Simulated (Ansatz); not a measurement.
# C18H26Ge3: single points with varied inputs

How do the results and run time of C18H26Ge3 respond when the settings are drawn wide?

Method: the settings change from run to run; program: Ansatz 0.2.0, Gaussian basis.

**1. The geometry**

An earlier PBE-D4/def2-SVP relaxation fixed the geometry.

SMILES `[CH3][Ge]1([CH3])[CH]=CC=[C]1[C]1=CC=[C]([C]2=CC=[CH][Ge]2([CH3])[CH3])[Ge]1([CH3])[CH3]`, 47 atoms, charge 0, spin multiplicity 1.

Atoms are counted from 1 here; the program's logs count them from 0.

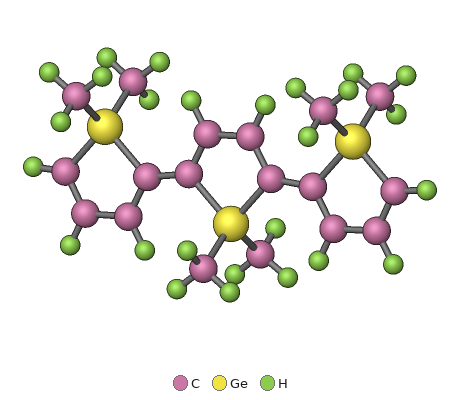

The geometry (carbon pink, germanium yellow, hydrogen green).

As a file:

```
C     3.93869    3.04208    0.17576
Ge    4.11817    1.23340   -0.58124
C     4.07810    1.28770   -2.54894
C     5.60609    0.19799    0.16107
C     5.06709   -0.87131    0.82085
C     3.61125   -1.02130    0.84265
C     2.83889   -0.07463    0.19463
C     1.41395   -0.07290    0.12045
C     0.63903    0.87784   -0.52984
C    -0.80038    0.74285   -0.51717
C    -1.37358   -0.33430    0.14503
C    -2.77186   -0.60069    0.24403
C    -3.34348   -1.67338    0.90377
C    -4.80200   -1.79648    0.90757
C    -5.54166   -0.84691    0.25914
Ge   -4.28514    0.44580   -0.50702
C    -4.29008    0.50412   -2.47505
C    -4.43163    2.25728    0.25035
Ge    0.13687   -1.37646    0.89233
C     0.15872   -1.42474    2.85940
C     0.29953   -3.18186    0.12657
H     2.97884    3.49544   -0.14171
H     4.76773    3.69210   -0.16745
H     3.95763    2.99160    1.28125
H     3.11978    1.71921   -2.89967
H     4.17490    0.26320   -2.95637
H     4.90928    1.90813   -2.93858
H     6.69102    0.37063    0.10571
H     5.68752   -1.62551    1.33750
H     3.16094   -1.88067    1.37196
H     1.09716    1.73483   -1.05669
H    -1.41898    1.49888   -1.03449
H    -2.73219   -2.43328    1.42373
H    -5.26243   -2.65194    1.43375
H    -6.64058   -0.87894    0.22290
H    -4.20280   -0.52115   -2.88272
H    -3.43434    1.10502   -2.84144
H    -5.22833    0.95962   -2.84899
H    -4.42166    2.20560    1.35589
H    -3.57837    2.88068   -0.08275
H    -5.37284    2.74152   -0.07718
H    -0.68587   -2.03174    3.24116
H     1.10748   -1.86457    3.22533
H     0.06650   -0.39700    3.25998
H     1.25071   -3.65286    0.44428
H    -0.54257   -3.82058    0.45886
H     0.28491   -3.12232   -0.97863
```

**2. r2SCAN/6-31G***

Set apart from the defaults: D4 dispersion.

The input, in.yaml:

```yaml
crystal:
  periodic: [false, false, false]
  atoms:
    - {symbol: C, position_ang: [3.938689, 3.042082, 0.175764]}
    - {symbol: Ge, position_ang: [4.118165, 1.233398, -0.581236]}
    - {symbol: C, position_ang: [4.078095, 1.287697, -2.548944]}
    - {symbol: C, position_ang: [5.606086, 0.197993, 0.161069]}
    - {symbol: C, position_ang: [5.067090, -0.871313, 0.820850]}
    - {symbol: C, position_ang: [3.611250, -1.021299, 0.842653]}
    - {symbol: C, position_ang: [2.838893, -0.074627, 0.194628]}
    - {symbol: C, position_ang: [1.413953, -0.072901, 0.120451]}
    - {symbol: C, position_ang: [0.639032, 0.877845, -0.529836]}
    - {symbol: C, position_ang: [-0.800377, 0.742847, -0.517166]}
    - {symbol: C, position_ang: [-1.373578, -0.334299, 0.145027]}
    - {symbol: C, position_ang: [-2.771856, -0.600695, 0.244033]}
    - {symbol: C, position_ang: [-3.343477, -1.673383, 0.903766]}
    - {symbol: C, position_ang: [-4.801997, -1.796476, 0.907573]}
    - {symbol: C, position_ang: [-5.541660, -0.846907, 0.259140]}
    - {symbol: Ge, position_ang: [-4.285139, 0.445800, -0.507021]}
    - {symbol: C, position_ang: [-4.290083, 0.504121, -2.475048]}
    - {symbol: C, position_ang: [-4.431626, 2.257284, 0.250350]}
    - {symbol: Ge, position_ang: [0.136867, -1.376460, 0.892333]}
    - {symbol: C, position_ang: [0.158717, -1.424738, 2.859401]}
    - {symbol: C, position_ang: [0.299527, -3.181859, 0.126570]}
    - {symbol: H, position_ang: [2.978843, 3.495437, -0.141709]}
    - {symbol: H, position_ang: [4.767734, 3.692104, -0.167454]}
    - {symbol: H, position_ang: [3.957635, 2.991597, 1.281249]}
    - {symbol: H, position_ang: [3.119775, 1.719211, -2.899673]}
    - {symbol: H, position_ang: [4.174896, 0.263197, -2.956374]}
    - {symbol: H, position_ang: [4.909279, 1.908134, -2.938575]}
    - {symbol: H, position_ang: [6.691025, 0.370632, 0.105707]}
    - {symbol: H, position_ang: [5.687524, -1.625506, 1.337504]}
    - {symbol: H, position_ang: [3.160937, -1.880672, 1.371957]}
    - {symbol: H, position_ang: [1.097159, 1.734831, -1.056692]}
    - {symbol: H, position_ang: [-1.418985, 1.498884, -1.034485]}
    - {symbol: H, position_ang: [-2.732194, -2.433278, 1.423732]}
    - {symbol: H, position_ang: [-5.262435, -2.651940, 1.433748]}
    - {symbol: H, position_ang: [-6.640582, -0.878944, 0.222902]}
    - {symbol: H, position_ang: [-4.202800, -0.521148, -2.882721]}
    - {symbol: H, position_ang: [-3.434345, 1.105021, -2.841439]}
    - {symbol: H, position_ang: [-5.228329, 0.959625, -2.848991]}
    - {symbol: H, position_ang: [-4.421662, 2.205600, 1.355892]}
    - {symbol: H, position_ang: [-3.578373, 2.880679, -0.082748]}
    - {symbol: H, position_ang: [-5.372841, 2.741515, -0.077180]}
    - {symbol: H, position_ang: [-0.685867, -2.031744, 3.241162]}
    - {symbol: H, position_ang: [1.107476, -1.864568, 3.225332]}
    - {symbol: H, position_ang: [0.066499, -0.397001, 3.259982]}
    - {symbol: H, position_ang: [1.250706, -3.652863, 0.444277]}
    - {symbol: H, position_ang: [-0.542568, -3.820579, 0.458863]}
    - {symbol: H, position_ang: [0.284912, -3.122317, -0.978632]}
basis:
  gaussian: {orbitals: "6-31G*"}
hamiltonian: {xc: {name: r2SCAN}, dispersion: d4}
scf: {omitted_lower_state_checks: [starts]}
output: {forces: true}
```

Run with:

```sh
$ ansatz run in.yaml --threads 2 --pin off --events-out ev --progress --plain --max-ram 32768MiB --backend cuda --devices 0, --max-vram 18GiB
```

What it wrote, shortened:

```text
Functional definition: r2SCAN
  name "r2SCAN"
  cite "Furness, Kaplan, Ning, Perdew & Sun, J. Phys. Chem. Lett. 11, 8208 (2020) doi:10.1021/acs.jpclett.0c02405"
  cite "Furness, Kaplan, Ning, Perdew & Sun, J. Phys. Chem. Lett. 11, 9248 (2020) doi:10.1021/acs.jpclett.0c03077"
  parent r2scan
[...]
5175 factors; their error is unknown
[...]
mean field -188607.88631441 eV, -6931.2119790374 hartree, gradient 4.4e-5 eV, S^2 0.000000; 0 other end points of the search recorded, 0 dependent functions left out
[...]
reference -188607.88633324 eV, -6931.2119797294 hartree; 115, 115 occupied and 312, 312 virtual orbitals, 5175 factors
Total energy: -188608.41484593 eV, -6931.2314022125 hartree
Atom 0 at     3.938689     3.042082     0.175764 Å, force    -0.028206     0.221416     0.100316 eV/Å
Atom 1 at     4.118165     1.233398    -0.581236 Å, force     0.006616    -0.094702     0.061335 eV/Å
Atom 2 at     4.078095     1.287697    -2.548944 Å, force    -0.010040    -0.000081    -0.245308 eV/Å
Atom 3 at     5.606086     0.197993     0.161069 Å, force     0.050366    -0.146264     0.096552 eV/Å
Atom 4 at     5.067090    -0.871313     0.820850 Å, force     0.249020     0.082079    -0.039788 eV/Å
Atom 5 at     3.611250    -1.021299     0.842653 Å, force    -0.249444     0.034226    -0.034716 eV/Å
Atom 6 at     2.838893    -0.074627     0.194628 Å, force     0.138807    -0.074067     0.054758 eV/Å
[...]
Atom 31 at    -1.418985     1.498884    -1.034485 Å, force     0.210200    -0.256412     0.175520 eV/Å
Atom 32 at    -2.732194    -2.433278     1.423732 Å, force    -0.207456     0.260293    -0.178189 eV/Å
Atom 33 at    -5.262435    -2.651940     1.433748 Å, force     0.186129     0.301968    -0.184934 eV/Å
Atom 34 at    -6.640582    -0.878944     0.222902 Å, force     0.435804    -0.020413     0.035882 eV/Å
Atom 35 at    -4.202800    -0.521148    -2.882721 Å, force    -0.032349     0.381554     0.153871 eV/Å
Atom 36 at    -3.434345     1.105021    -2.841439 Å, force    -0.313010    -0.217949     0.127245 eV/Å
Atom 37 at    -5.228329     0.959625    -2.848991 Å, force     0.343379    -0.166707     0.134856 eV/Å
Atom 38 at    -4.421662     2.205600     1.355892 Å, force    -0.003747     0.017240    -0.412334 eV/Å
Atom 39 at    -3.578373     2.880679    -0.082748 Å, force    -0.312571    -0.221194     0.122842 eV/Å
Atom 40 at    -5.372841     2.741515    -0.077180 Å, force     0.344484    -0.175616     0.120876 eV/Å
Atom 41 at    -0.685867    -2.031744     3.241162 Å, force     0.309746     0.220948    -0.132370 eV/Å
Atom 42 at     1.107476    -1.864568     3.225332 Å, force    -0.347234     0.159341    -0.126555 eV/Å
Atom 43 at     0.066499    -0.397001     3.259982 Å, force     0.034070    -0.382717    -0.150411 eV/Å
Atom 44 at     1.250706    -3.652863     0.444277 Å, force    -0.347844     0.165404    -0.118315 eV/Å
Atom 45 at    -0.542568    -3.820579     0.458863 Å, force     0.309068     0.226595    -0.123334 eV/Å
Atom 46 at     0.284912    -3.122317    -0.978632 Å, force     0.005549    -0.021212     0.412353 eV/Å
Dipole moment:    -0.008890     0.090171    -0.058568 e Å
Checks for a lower state left out: starts
```

Run time: 11 s. Hardware: 1 × H100 (card shared with other runs) with 2 threads of AMD EPYC 7R13, shared host; peak host memory 1.2 GiB.

Largest force 0.438 eV/Å, dipole 0.52 D.

**3. wB97M-V/STO-3G**

This run has high accuracy, the search for lower states set to light.

in.yaml: that of step 2 with these lines changed.

```diff
@@ -51,5 +51,5 @@
 basis:
-  gaussian: {orbitals: "6-31G*"}
-hamiltonian: {xc: {name: r2SCAN}, dispersion: d4}
-scf: {omitted_lower_state_checks: [starts]}
-output: {forces: true}
+  gaussian: {orbitals: STO-3G}
+hamiltonian: {xc: {name: wB97M-V}}
+accuracy: high
+scf: {lower_state_search: light}
```

Launched as before.

What it wrote, shortened:

```text
Functional definition: wB97M-V
  name "wB97M-V"
  cite "Mardirossian & Head-Gordon, J. Chem. Phys. 144, 214110 (2016) doi:10.1063/1.4952647"
  cite "Becke, J. Chem. Phys. 107, 8554 (1997) doi:10.1063/1.475007"
  cite "Vydrov & Van Voorhis, J. Chem. Phys. 133, 244103 (2010) doi:10.1063/1.3521275"
  # Of w^i u^j: cxij and so on, Table III.
[...]
  gx(w, u) = 1 - cx + cx01*u + cx10*w
  gss(w, u) = css00 + css04*u^4 + css10*w + css20*w^2 + css43*w^4*u^3
  gos(w, u) = cos00 + cos10*w + (cos20 + cos21*u)*w^2 + (cos60 + cos61*u)*w^6
[...]
      + integral(e_c_pw_mod_opposite_spin*gos(b97_w_opposite, b97_u_opposite)) + vv10(b, c)
3930 factors; integrals over basis functions are off by at most 4.4e-8 eV
958 factors; integrals over basis functions are off by at most 1.9e-9 eV
[...]
mean field -186466.33267026 eV, -6852.5113342122 hartree, gradient 8.1e-8 eV, S^2 0.000000; 0 other end points of the search recorded, 0 dependent functions left out
reference -186466.33267845 eV, -6852.5113345132 hartree; 115, 115 occupied and 55, 55 virtual orbitals, 3930 factors
Total energy: -186466.33267845 eV, -6852.5113345132 hartree
```

Run time: 21 s. Hardware: 1 × H100 (card shared with other runs) with 2 threads of AMD EPYC 7R13, shared host; peak host memory 2.2 GiB.

**4. RPA/def2-mTZVP**

Options: charge -1, multiplicity 2, density fitting with def2-universal-jkfit, the search for lower states set to off.

in.yaml: that of step 3 with these lines changed.

```diff
@@ -51,5 +51,7 @@
 basis:
-  gaussian: {orbitals: STO-3G}
-hamiltonian: {xc: {name: wB97M-V}}
-accuracy: high
-scf: {lower_state_search: light}
+  gaussian: {orbitals: def2-mTZVP, fitting: {mean_field: def2-universal-jkfit}}
+total_charge: -1
+magnetization: {spin_polarized: true, initial_magnetization: 1}
+hamiltonian: {xc: {name: HF}}
+correlation: {method: rpa}
+scf: {lower_state_search: off}
```

Same command.

What it wrote, shortened:

```text
Functional definition: HF
  name "HF"
  cite "Fock, Z. Phys. 61, 126 (1930) doi:10.1007/BF01340294"
  parent pbe
[...]
2616 factors; integrals over basis functions are off by at most 3.6e-1 eV
[...]
mean field -188383.60560997 eV, -6922.9698151724 hartree, gradient 7.9e-6 eV, S^2 1.745963; 0 other end points of the search recorded, 0 dependent functions left out
45 core orbitals not correlated: weight in the atoms' cores, before any rotation towards them, 1.000 or more for the frozen orbitals, at most 0.000 for the correlated occupied ones
reference -188383.60560997 eV, -6922.9698151724 hartree; 71, 70 occupied and 412, 413 virtual orbitals, 2616 factors
Total energy: -188474.71596293 eV, -6926.3180588866 hartree
Checks for a lower state left out: stability, starts, cluster_reference, orbital_swaps, neighbouring_geometries, increment
```

Wall time 11 s (1 × H100 (card shared with other runs) with 2 threads of AMD EPYC 7R13, shared host); peak host memory 2.8 GiB.

⟨S²⟩ 1.746. The spin excess of 1.00 shows a contaminated determinant.

**5. PBE/def2-SVP**

This run has charge +1, multiplicity 2, density fitting with def2-universal-jkfit, D4 dispersion.

in.yaml: that of step 4 with these lines changed.

```diff
@@ -51,7 +51,6 @@
 basis:
-  gaussian: {orbitals: def2-mTZVP, fitting: {mean_field: def2-universal-jkfit}}
-total_charge: -1
+  gaussian: {orbitals: def2-SVP, fitting: {mean_field: def2-universal-jkfit}}
+total_charge: 1
 magnetization: {spin_polarized: true, initial_magnetization: 1}
-hamiltonian: {xc: {name: HF}}
-correlation: {method: rpa}
-scf: {lower_state_search: off}
+hamiltonian: {xc: {name: PBE}, dispersion: d4}
+scf: {omitted_lower_state_checks: [starts]}
```

Same command.

What it wrote:

```text
Functional definition: PBE
  name "PBE"
  cite "Perdew, Burke & Ernzerhof, Phys. Rev. Lett. 77, 3865 (1996) doi:10.1103/PhysRevLett.77.3865"
  parent pbe
  parameter kappa = 0.804
  parameter beta = 0.06672455060314922
  exchange = pbe_x(kappa = kappa, mu = beta*pi^2/3)
  correlation = pbe_c(beta = beta)
these checks for a lower state are left out or cut short: starts
2616 factors; integrals over basis functions are off by at most 2.4e-1 eV
mean field evaluation 1: about -188492.2534 eV, gradient 1.1e2 eV
mean field evaluation 2: about -188432.4885 eV, gradient 1.5e2 eV
mean field evaluation 4: about -188547.2322 eV, gradient 2.6e1 eV
mean field evaluation 8: about -188551.4874 eV, gradient 7.2e-1 eV
mean field evaluation 16: about -188551.4572 eV, gradient 7.0e-3 eV
mean field -188551.45724782 eV, -6929.1382490892 hartree, gradient 7.3e-5 eV, S^2 0.760822; 0 other end points of the search recorded, 0 dependent functions left out
reference -188551.45733524 eV, -6929.1382523020 hartree; 115, 114 occupied and 363, 364 virtual orbitals, 2616 factors
Total energy: -188553.15615691 eV, -6929.2006828468 hartree
Checks for a lower state left out: starts
```

Run time: 8 s. Hardware: 1 × H100 (card shared with other runs) with 2 threads of AMD EPYC 7R13, shared host; peak host memory 1.1 GiB.

⟨S²⟩ 0.761.

**6. The runs in one table**

| level | charge | multiplicity | geometry | functions | energy (eV) | time |
| --- | --- | --- | --- | --- | --- | --- |
| r2SCAN/6-31G* | 0 | 1 | relaxed | 427 | -188608.415 | 11 s |
| wB97M-V/STO-3G | 0 | 1 | relaxed | 170 | -186466.333 | 21 s |
| RPA/def2-mTZVP | -1 | 2 | relaxed | 528 | -188474.716 | 11 s |
| PBE/def2-SVP | 1 | 2 | relaxed | 478 | -188553.156 | 8 s |

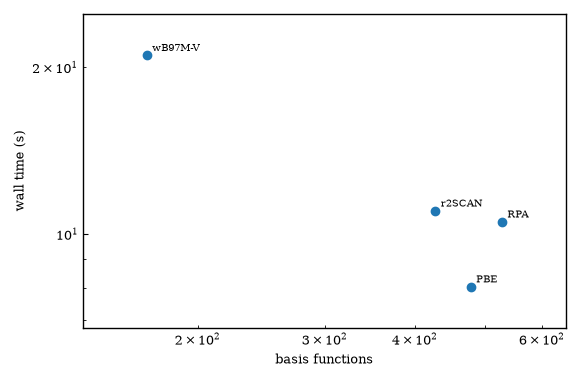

Wall time against the number of basis functions (shared host).

**7. Results**

```
                                         quantity                 value
                                             runs                     4
                                         quickest     PBE/def2-SVP, 8 s
                                          slowest  wB97M-V/STO-3G, 21 s
spread of total energies, same state and geometry             2142.1 eV
```

What this shows: Run time spans a factor of 3, from PBE/def2-SVP to wB97M-V/STO-3G. The jobs differ in tasks and options as well as level. Total energies at one charge and spin differ by 2142 eV between levels, so only differences within one level mean anything. At the PBE-D4/def2-SVP geometry and in the same state, the sound runs without point charges leave forces up to 0.44 eV/Å (r2SCAN/6-31G*).
